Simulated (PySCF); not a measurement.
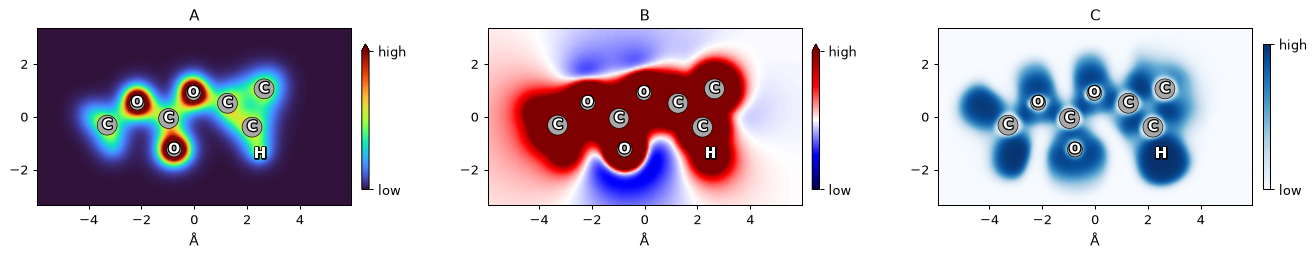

C5H6O3 (SMILES COC(=O)OC1=CC1): 3 fields on the plane of atoms C7, C6 and C8, with unlabelled colour scales. Grey discs cover the atomic cores.

Geometry: GFN2-xTB.

Computed with PBE0/def2-SVPD, SCF density, gas phase (PySCF).

Q: Match the panels to the quantities (electron density, electron localisation function and electrostatic potential).

A: Panel A: electron density. Panel B: electrostatic potential (strongly positive close to the atoms, with negative regions outside electron-rich atoms). Panel C: electron localisation function. From the grid: C–O (1.19 Å): ρ at the midpoint is about 3.4 e/Å³; the ELF peaks at about 0.85 between the atoms (a short, multiple covalent bond). C–C (1.30 Å): the density is about 2.2 e/Å³ at the midpoint; the ELF peaks at about 0.80 between the atoms: a multiple bond.
